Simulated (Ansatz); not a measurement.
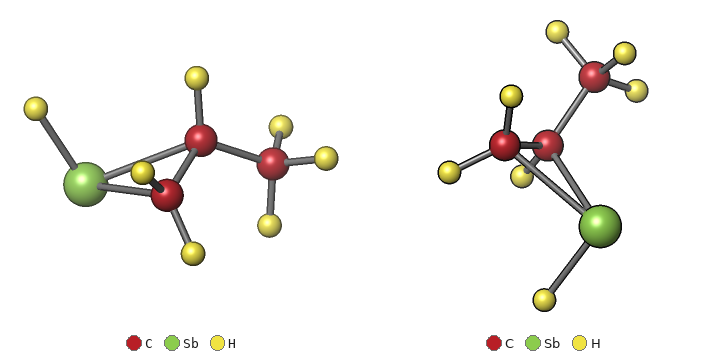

Two views of one molecule.

**Count the atoms of each element.**

C₃H₇Sb, 11 atoms: 3 carbon, 7 hydrogen and 1 antimony.

**Which point group does it belong to?**

C1.

**What is its SMILES?**

C[C@@H]1[CH2][SbH]1

More results for the same structure follow; atom numbers are the same in all pictures, views and colours differ. The geometry was computed by an optimisation with PBE0-D4/def2-TZVP.

Vibrations

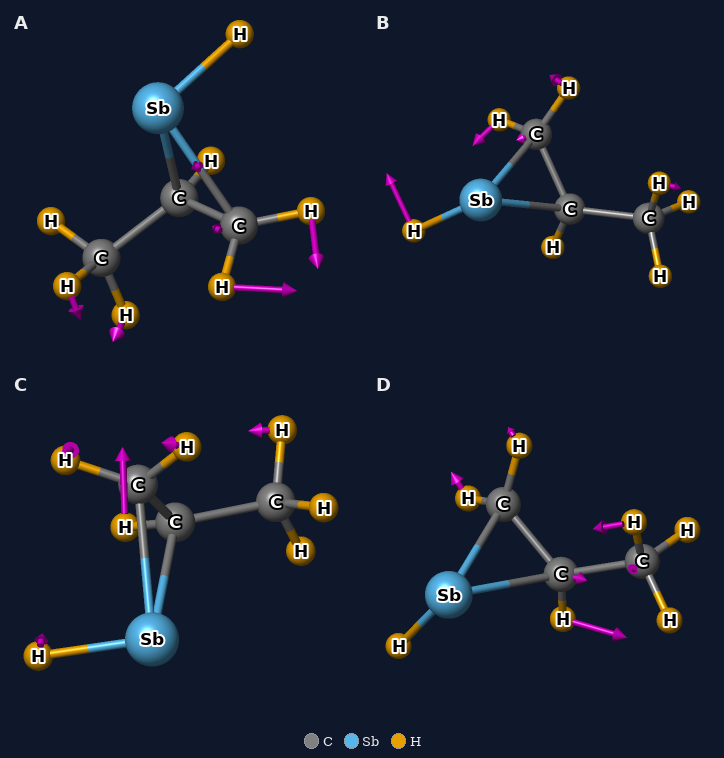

4 normal modes of one molecule or complex, as arrows. Harmonic vibrations computed with RKS PBE0-D4/def2-TZVP, core potentials on Sb (Ansatz 0.2.0) at a stationary point of the same level.

**Match the panels to the wavenumbers 492 cm⁻¹, 874 cm⁻¹, 1175 cm⁻¹, 1461 cm⁻¹.**

A: 1461 cm⁻¹, angle bending
B: 492 cm⁻¹
C: 874 cm⁻¹, angle bending
D: 1175 cm⁻¹

Levels of theory compared

Program: Ansatz 0.2.0.

Tabulate dipole (D) at these levels: B3LYP-D4/def2-TZVPP; PBE-D4/def2-TZVPP; PBE0-D4/def2-TZVP; r2SCAN-D4/def2-TZVPP; ωB97M-V/def2-TZVPP.

| level | dipole (D) |
| --- | --- |
| B3LYP-D4/def2-TZVPP | 1.12 |
| PBE-D4/def2-TZVPP | 1.09 |
| PBE0-D4/def2-TZVP | 1.16 |
| r2SCAN-D4/def2-TZVPP | 1.23 |
| ωB97M-V/def2-TZVPP | 1.15 |

Thermal motion

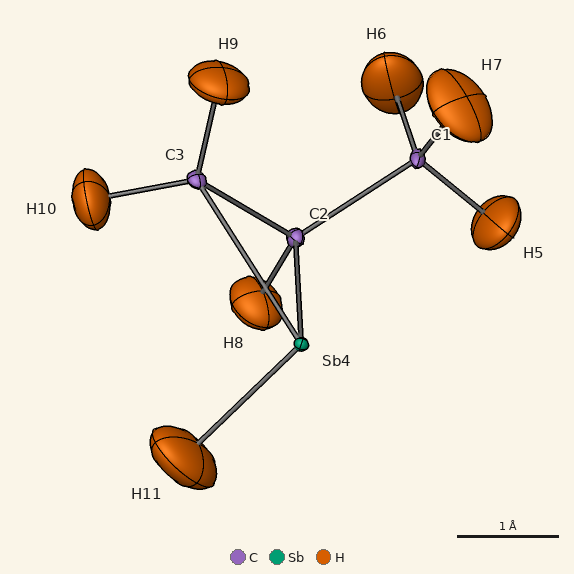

Displacement ellipsoids at the 50 % level, enlarged 1.5 times, from the internal vibrations of the free molecule (harmonic, no overall translation or rotation; no half-axis is drawn under 0.075 Å). Vibrations computed with RKS PBE0-D4/def2-TZVP, core potentials on Sb (Ansatz 0.2.0). Temperature: 0 K (zero-point motion alone).

List U_eq and the three principal root-mean-square amplitudes for each kind of atom.

| atom | U_eq (Å²) | rms amplitudes (Å) |
| --- | --- | --- |
| C1 | 0.0018 | 0.024, 0.033, 0.060 |
| C2 | 0.0018 | 0.037, 0.041, 0.049 |
| C3 | 0.0016 | 0.026, 0.042, 0.049 |
| Sb4 | 0.00006 | 0.003, 0.005, 0.011 |
| H5 | 0.0186 | 0.077, 0.129, 0.182 |
| H6 | 0.0194 | 0.090, 0.131, 0.182 |
| H7 | 0.0201 | 0.076, 0.141, 0.186 |
| H8 | 0.0131 | 0.081, 0.116, 0.139 |
| H9 | 0.0146 | 0.075, 0.134, 0.143 |
| H10 | 0.0141 | 0.080, 0.122, 0.145 |
| H11 | 0.0235 | 0.093, 0.160, 0.190 |
